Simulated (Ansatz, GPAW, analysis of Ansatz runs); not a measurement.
# Preparing Al5AgS8 (F-43m) as a host crystal

Before any defect goes in: Al5AgS8 (F-43m) at rest, and how it screens a charge.

Main program and level: Ansatz 0.2.0; plane-wave PAW DFPT, PBEsol; dielectric tensors, Born charges and zone-centre modes of the host, in the first sound run; inputs show where later runs differ.

### Step 1. Set-up

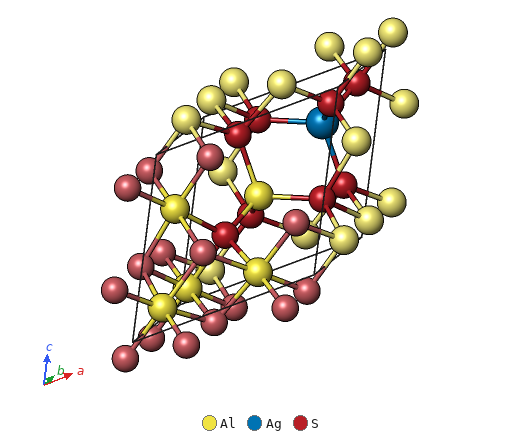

Start, viewed slightly off an axis; aluminium yellow, silver blue, sulfur red. Some periodic images of atoms are drawn too.

### Step 2. Dielectric tensors of the host

The response to a uniform electric field gives the electronic dielectric tensor.

File eps/input.yaml:

```yaml
crystal:
  lattice:
    - [0.0, 5.0363000493, 5.0363000493]
    - [5.0363000493, 0.0, 5.0363000493]
    - [5.0363000493, 5.0363000493, 0.0]
  atoms:
    - { symbol: Al, position: [0.11855736, 0.11855736, 0.11855736] }
    - { symbol: Al, position: [0.11855736, 0.11855736, 0.6443279201] }
    - { symbol: Al, position: [0.11855736, 0.6443279201, 0.11855736] }
    - { symbol: Al, position: [0.6443279201, 0.11855736, 0.11855736] }
    - { symbol: Al, position: [0.5, 0.5, 0.5] }
    - { symbol: Ag, position: [0.75, 0.75, 0.75] }
    - { symbol: S, position: [0.8861467305, 0.8861467305, 0.8861467305] }
    - { symbol: S, position: [0.8861467305, 0.8861467305, 0.3415598085] }
    - { symbol: S, position: [0.8861467305, 0.3415598085, 0.8861467305] }
    - { symbol: S, position: [0.3415598085, 0.8861467305, 0.8861467305] }
    - { symbol: S, position: [0.3663401085, 0.3663401085, 0.3663401085] }
    - { symbol: S, position: [0.3663401085, 0.3663401085, 0.9009796745] }
    - { symbol: S, position: [0.3663401085, 0.9009796745, 0.3663401085] }
    - { symbol: S, position: [0.9009796745, 0.3663401085, 0.3663401085] }
basis:
  ecutwfc: 420
hamiltonian:
  xc: pbesol
kpoints:
  mp_grid: { grid: [4, 4, 4] }
scf:
  occupations: { method: fixed }
  max_iter: 100
phonons:
  method: dfpt
  dielectric: true
  rigid_motions: translations
```

The run is started by

```console
> ansatz run input.yaml --threads 8 --pin off --max-ram 14131MiB --backend cpu --events-out ev --progress --plain --runs-dir out
```

Numbers of over 12 decimals in the logs are rounded to 6 here.

Output:

```text
[... repeated set-up lines and file paths are left out, and long positions are rounded to six places ...]
Engine: ansatz 0.2.0, aarch64-unknown-linux-gnu
Pseudopotentials: kind: paw
Pseudopotential: Al, paw, valence charge 3, recommended cutoff 420 eV (normal), Al.paw.azcp
Pseudopotential: Ag, paw, valence charge 19, recommended cutoff 420 eV (normal), Ag.paw.azcp
Pseudopotential: S, paw, valence charge 6, recommended cutoff 420 eV (normal), S.paw.azcp
Functional definition: PBEsol
  exchange = pbesol_x
  correlation = pbesol_c
Crystal: 14 atoms, lattice volume = 255.485 Å³
Basis set: ecut = 420 eV, 5029 PW (Γ), exchange–correlation on 96×96×96 points (8 copies of the dense FFT grid, shifted against one another)
Bands: 55, of which v1, the nominal top of the filled ones, is band 41 counted from 1 (40 counted from 0)
Symmetry: 24 space group operations
k-points: 24 of 64 (irreducible under 2 space group operations, time reversal used)
Non-local potential: Al, projectors of the file, l = 0: 2, l = 1: 2, l = 2: 1
Non-local potential: Ag, projectors of the file, l = 0: 3, l = 1: 2, l = 2: 2, l = 3: 1
Non-local potential: S, projectors of the file, l = 0: 2, l = 1: 2, l = 2: 2
PAW form: soft (Blöchl's): semilocal exchange-correlation on the pseudo side does not see the compensation charge
PAW frozen core: Al, regenerated for the run's functional, and the local potential with it (the file was generated under x = pbe(κ = 0.804, μ = 0.219515), c = pbe(β = 0.066725))
PAW frozen core: Ag, regenerated for the run's functional, and the local potential with it (the file was generated under x = pbe(κ = 0.804, μ = 0.219515), c = pbe(β = 0.066725))
PAW frozen core: S, regenerated for the run's functional, and the local potential with it (the file was generated under x = pbe(κ = 0.804, μ = 0.219515), c = pbe(β = 0.066725))
PAW one-centre angular grid: Al, 110 points (default); XC on 64 Gauss nodes
PAW one-centre angular grid: Ag, 590 points (default); XC on 64 Gauss nodes
PAW one-centre angular grid: S, 110 points (default); XC on 64 Gauss nodes
Initial density: superposition of atomic densities (neutral atoms: chi_scale 0, normalization atom), corrected by the library's trained network
Initial wavefunctions: pseudopotential atomic-orbital guess
Functional: x = pbesol(κ = 0.804, μ = 0.123457), c = pbesol(β = 0.046)
SCF iter   1: F=—  HF=-17238.187301 eV  |F-HF|=—  |Δ(HF+E_count)|=         —  Δρ=5.28e-3  dr2=8.76e-2  ethr=1.77e-3  ⟨swp⟩=5.1  Hψ=4846  notcnv=0  defer=250
preconditioner: auto → Resta (q_TF=auto, 2.258 Å⁻¹)  ε∞=5.0  [insulator: Δε(μ)=1.358 eV  Ē_g=9.942 eV  n_scr=58 (ndim 8)  ℏωp=20.0 eV  f_vac=0.000  ε∞_Penn≈5.0]
SCF iter   2: F=—  HF=-17238.165266 eV  |F-HF|=—  |Δ(HF+E_count)|=   2.20e-2  Δρ=2.01e-3  dr2=1.43e-2  ethr=1.07e-4  ⟨swp⟩=2.1  Hψ=2141  notcnv=0  defer=280
SCF iter   3: F=—  HF=-17238.162832 eV  |F-HF|=—  |Δ(HF+E_count)|=   2.43e-3  Δρ=9.17e-4  dr2=2.74e-3  ethr=1.74e-5  ⟨swp⟩=2.0  Hψ=1785  notcnv=0  defer=280
SCF iter   4: F=—  HF=-17238.162488 eV  |F-HF|=—  |Δ(HF+E_count)|=   3.44e-4  Δρ=2.81e-4  dr2=3.30e-4  ethr=3.34e-6  ⟨swp⟩=2.0  Hψ=1673  notcnv=0  defer=280
SCF iter   5: F=—  HF=-17238.162530 eV  |F-HF|=—  |Δ(HF+E_count)|=   4.22e-5  Δρ=5.64e-5  dr2=8.90e-6  ethr=4.03e-7  ⟨swp⟩=2.0  Hψ=1794  notcnv=0  defer=235
SCF iter   6: F=—  HF=-17238.162528 eV  |F-HF|=—  |Δ(HF+E_count)|=   1.76e-6  Δρ=1.32e-5  dr2=6.80e-7  ethr=1.09e-8  ⟨swp⟩=2.0  Hψ=1989  notcnv=0  defer=213
SCF iter   7: F=—  HF=-17238.162425 eV  |F-HF|=—  |Δ(HF+E_count)|=   1.04e-4  Δρ=3.50e-6  dr2=3.85e-8  ethr=8.29e-10  ⟨swp⟩=2.0  Hψ=1919  notcnv=0  defer=207
SCF iter   8: F=—  HF=-17238.162425 eV  |F-HF|=—  |Δ(HF+E_count)|=   4.57e-8  Δρ=9.04e-7  dr2=2.95e-9  ethr=4.69e-11  ⟨swp⟩=2.0  Hψ=1848  notcnv=0  defer=207
SCF iter   9: F=—  HF=-17238.162425 eV  |F-HF|=—  |Δ(HF+E_count)|=   1.62e-9  Δρ=2.14e-7  dr2=1.94e-10  ethr=3.59e-12  ⟨swp⟩=2.0  Hψ=1842  notcnv=0  defer=207
SCF iter  10: F=-17238.162425 eV  HF=-17238.162425 eV  |F-HF|=3.64e-12  |Δ(HF+E_count)|=  3.64e-11  Δρ=5.06e-8  dr2=9.68e-12  ethr=1.00e-12  ⟨swp⟩=20.2  Hψ=10251  notcnv=0
SCF 1 converged in 10 iterations: F = -17238.162425 eV  dr2 = 9.68e-12
  greatest PAW one-centre occupation: 1.001 electrons in one spin orbital (limit 2), on the Ag atom at site 5 (counted from 0), in its partial waves of l = 0
NSCF: frozen V_eff on 1 k-points
DFPT response loops at Γ: preconditioner auto → Resta (q_TF=auto, 2.258 Å⁻¹)  ε∞=6.6 (no band partly filled); β = 1.00, the filter's whole step (`scf.mixing.beta` (0.50) is not read by the response loops at its default; [...]
── the response to a field inside a basis, on 4×4×4 k-points: an SCF that follows is theirs, and a resumed run solves both again ──
Bands: 42, of which v1, the nominal top of the filled ones, is band 41 counted from 1 (40 counted from 0)
k-points: 10 of 64 (irreducible under 6 space group operations, time reversal used)
Initial density: handed on by an earlier stage of this run
Initial wavefunctions: pseudopotential atomic-orbital guess (no wavefunctions were taken with the density)
Eigensolver: Dense (10 Hₖ)
SCF iter   1: F=—  HF=-17237.741551 eV  |F-HF|=—  |Δ(HF+E_count)|=         —  Δρ=4.50e-4  dr2=2.32e-4  ethr=1.00e-1
SCF iter   2: F=—  HF=-17237.741543 eV  |F-HF|=—  |Δ(HF+E_count)|=   7.93e-6  Δρ=2.48e-4  dr2=8.03e-5  ethr=2.83e-7
SCF iter   3: F=—  HF=-17237.741552 eV  |F-HF|=—  |Δ(HF+E_count)|=   8.92e-6  Δρ=8.91e-5  dr2=1.79e-5  ethr=9.79e-8
SCF iter   4: F=—  HF=-17237.741550 eV  |F-HF|=—  |Δ(HF+E_count)|=   2.72e-6  Δρ=1.53e-5  dr2=8.69e-7  ethr=2.18e-8
SCF iter   5: F=-17237.741550 eV  HF=-17237.741550 eV  |F-HF|=1.62e-8  |Δ(HF+E_count)|=   3.20e-7  Δρ=3.06e-6  dr2=3.94e-8  ethr=1.06e-9
SCF 1 converged in 5 iterations: F = -17237.741550 eV  dr2 = 3.94e-8
DFPT response loops at Γ: preconditioner auto → Resta (q_TF=auto, 2.258 Å⁻¹)  ε∞=6.2 (no band partly filled); β = 1.00, the filter's whole step (`scf.mixing.beta` (0.50) is not read by the response loops at its default; [...]
WARN: field response: ε∞ stands inside a basis, on 4×4×4 points; [...]
SCF converged after 10 iterations
Free energy (F): -17238.162425 eV
Harris-Foulkes:  -17238.162425 eV  (|F-HF|=3.64e-12)
Internal energy: -17238.162425 eV  (E = F + TS)
E sigma→0 (E₀):  -17238.162425 eV
Fermi energy:    6.904877 eV
--- Per-component energies (eV) ---
  E_band       = -336.338995
  E_kinetic    = 1514.196817
  E_local      = -5092.617684  (includes V_loc(G=0)·N_el)
  E_nonlocal   = 357.720544
  E_hartree    = 2220.949643
  E_xc         = -1156.884106
  E_vxc        = -1089.169226  (∫ρ·V_xc dr)
  E_paw        = -10781.081531  (= ΣΔE_a)
  E_vpaw       = -468.369051  (= ΣTr[D̂ρ^β])
  E_aug_tail   = 0.000291  (compensation charges beyond the density's cutoff)
  E_ewald      = -4301.360428
  E_core_change = 0.914029  (= ΣΔE_core)
  E_smearing   = -0.000000  (= −TS)
  E_closure    = 0.000000  (closes the sum)
  Σ components = -17238.162425   (vs F -17238.162425, Δ=0.00e0)
--- Band table (eV; the first three rows and the last of 24) ---
  k-point 0: bands = ["-83.7534", "-47.2819", "-47.2819", "-47.2819", [... 47 left out ...] "11.1728", "12.1078", "12.1078", "12.1078"]
  k-point 1: bands = ["-83.7534", "-47.2819", "-47.2819", "-47.2819", [... 47 left out ...] "11.7977", "12.2381", "12.3222", "12.3222"]
  [... further k-points left out ...]
--- Phonons (Γ-DFPT): 5 representative perturbations + reference, on 24 of 64 k-points (Σ response iterations 17) ---
  k mesh reduced under 2 symmetry operations, with k and −k counted as one. Each operation leaves every solved perturbation unchanged. A smaller set is not considered because the run solves the response to a homogeneous field
  ASR residual: 3.911e-5 → 0.000e0 eV/Å²; symmetrization residual: 1.451e-5 eV/Å²
  ASR residual per site (eV/Å²): 1.58e-6 1.58e-6 1.58e-6 1.58e-6 3.52e-5 3.91e-5 1.31e-5 1.31e-5 1.31e-5 1.31e-5 3.01e-5 3.01e-5 3.01e-5 3.01e-5
  Γ frequencies (cm⁻¹): 0.00 0.00 0.00 94.58 94.58 94.58 111.16 111.16 111.16 164.25 164.25 164.25 170.86 170.86 195.80 195.80 195.80 221.36 221.36 259.99 259.99 259.99 311.80 311.80 311.80 320.00 320.00 320.00 345.38 345.38 354.66 354.66 354.66 356.63 360.69 [...]
  ε∞ (high-frequency dielectric tensor):
        6.847415     0.000000     0.000000
        0.000000     6.847415     0.000000
        0.000000     0.000000     6.847415
  ε⁰ (static dielectric tensor: ions relaxed, cell fixed):
       11.474699    -0.000000     0.000000
       -0.000000    11.474699     0.000000
        0.000000     0.000000    11.474699
  ε⁰ − ε∞ (ionic part):
        4.627284    -0.000000     0.000000
       -0.000000     4.627284     0.000000
        0.000000     0.000000     4.627284
  softest optical mode at Γ: 94.58 cm⁻¹; the repairs (sum rule, projections) moved no ω² at Γ by more than (2.55 cm⁻¹)²
  Born effective charges Z* (e; rows j = field, columns β = displacement):
    site 0:
         3.06163    0.32228    0.32228
         0.32228    3.06163    0.32228
         0.32228    0.32228    3.06163
    site 1:
         3.06163    0.32228   -0.32228
         0.32228    3.06163   -0.32228
        -0.32228   -0.32228    3.06163
    site 2:
         3.06163   -0.32228    0.32228
        -0.32228    3.06163   -0.32228
         0.32228   -0.32228    3.06163
    site 3:
         3.06163   -0.32228   -0.32228
        -0.32228    3.06163    0.32228
        -0.32228    0.32228    3.06163
    site 4:
         3.16464    0.00000   -0.00000
         0.00000    3.16464    0.00000
         0.00000   -0.00000    3.16464
    site 5:
         0.42459   -0.00000   -0.00000
        -0.00000    0.42459    0.00000
         0.00000    0.00000    0.42459
    site 6:
        -1.79340    0.08915    0.08915
         0.08915   -1.79340    0.08915
         0.08915    0.08915   -1.79340
    site 7:
        -1.79340    0.08915   -0.08915
         0.08915   -1.79340   -0.08915
        -0.08915   -0.08915   -1.79340
    site 8:
        -1.79340   -0.08915    0.08915
        -0.08915   -1.79340   -0.08915
         0.08915   -0.08915   -1.79340
    site 9:
        -1.79340   -0.08915   -0.08915
        -0.08915   -1.79340    0.08915
        -0.08915    0.08915   -1.79340
    site 10:
        -2.16554   -0.38367   -0.38367
[...]
site 11:
[...]
site 12:
[...]
site 13:
[...]
Z* charge neutrality: 1.724e-3 e pre-enforcement
  solved inside a basis spanned on kpoints, on 4×4×4 k-points, its susceptibility summed on 8×8×8: ε∞ is read to err by 3.1e-2, Z* by 2.6e-2 e (field_mesh: kpoints solves on kpoints); Z* is corrected for what the basis lacks
  optical modes at Γ without the LO–TO term, one row a degenerate level:
      ω (cm⁻¹)  modes    IR ((D/Å)²/amu)
[...]
optical modes at Γ + LO–TO along q̂ = [1.0000, 0.0000, 0.0000]:
      ω (cm⁻¹)  modes    IR ((D/Å)²/amu)
[...]
optical modes at Γ + LO–TO along q̂ = [0.0000, 1.0000, 0.0000]:
      ω (cm⁻¹)  modes    IR ((D/Å)²/amu)
[...]
optical modes at Γ + LO–TO along q̂ = [0.0000, 0.0000, 1.0000]:
      ω (cm⁻¹)  modes    IR ((D/Å)²/amu)
[...]
314.06      1             0.3936
        320.00      3             0.0000
        345.38      2             0.0000
        354.66      2             2.2612
        354.78      1             0.0046
        356.63      1             0.0000
        360.69      2           102.5141
        373.88      1             0.0000
        434.78      1            29.3049
        458.70      2             6.5118
        468.66      1             0.0000
        475.27      1            34.1101
```

Elapsed: 2.1 min, on 8 threads of Arm Neoverse N1, shared host; peak memory 2.1 GiB; 16 min of CPU time.

The column dr2 measures how far the density is from self-consistency, as an energy; F and HF (Harris–Foulkes) agree once it is small.

Electronic dielectric tensor:

```
6.85 0.00 0.00
0.00 6.85 0.00
0.00 0.00 6.85
```

Static dielectric tensor:

```
11.47  0.00  0.00
 0.00 11.47  0.00
 0.00  0.00 11.47
```

The electronic dielectric tensor is isotropic, 6.85. The static dielectric tensor is isotropic, 11.47.

(Continued in part 2 of 2.)

[Logs are printed without paths, hosts, clocks, repeated set-up lines and the standing remarks that a program may print on its own settings, such as how far it seeks lower states.]

[Hosts, paths, dates, database ids (printed as entryN), source tags and the programs' standing remarks are cut or masked in the printed files.]

[Runs of the host that timed out are not shown.]

[For some hosts the program warned that the k-mesh of the response run may be too coarse for force constants and the static dielectric constant; such warnings are not always shown.]
